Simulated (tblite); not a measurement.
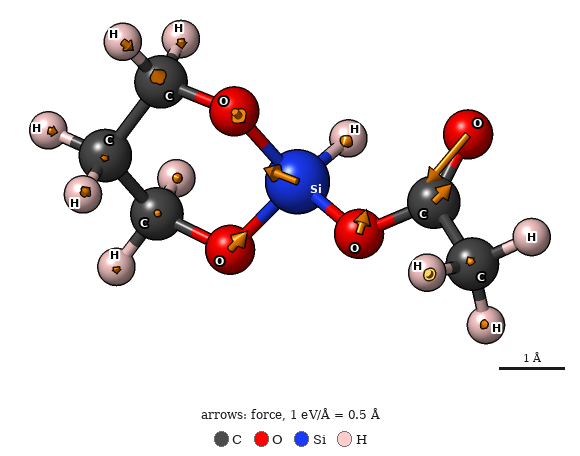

Starting geometry of C₅H₁₀O₄Si with the computed forces as orange arrows. A ball-and-stick model, seen at a tilt.

Level of theory: GFN2-xTB geometry optimisation, gas phase in tblite. 

What follows when this structure is relaxed?

It isn't relaxed: the largest force vector, on an O atom, is 2.05 eV/Å. The final displacements have little in common with the starting forces (cosine between the two patterns 0.18). The energy falls by 0.260 eV in 99 geometry steps. An H atom moves most after the best rigid fit: 0.39 Å. By element the largest moves are H 0.39 Å, O 0.29 Å, Si 0.29 Å, C 0.20 Å. Near-neighbour distances that change, for instance: O–Si 1.670 → 1.625 Å, H–Si 1.484 → 1.453 Å, C–O 1.347 → 1.327 Å, C–O 1.218 → 1.199 Å. Among the angles between lasting bonds that change: O–Si–O 110.2° → 102.7°, O–C–O 127.6° → 123.3°, O–Si–O 104.8° → 108.8°.
